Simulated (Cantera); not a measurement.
A closed system holds: 1 mol NH₃, 0.38 mol SO₂, 13 mol N₂, 0.29 mol O₂, equilibrated at 0.100 bar.

Cantera equilibrium calculation (NASA polynomials, part measured and part estimated; ideal gas, pure solids and liquids). Candidate condensed phases: H₂O, H₂SO₄, S; 35 gas species. Rates play no part.

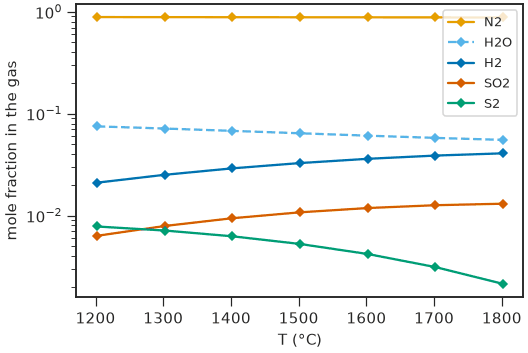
Figure. Equilibrium gas composition (values under 1e-9 drawn at 1e-9)

Problem. Read off the mole fractions at 1202 °C.

Solution. N₂ about 0.89, H₂O about 0.075, H₂ about 0.021, S₂ about 0.0078, SO₂ about 0.0063.
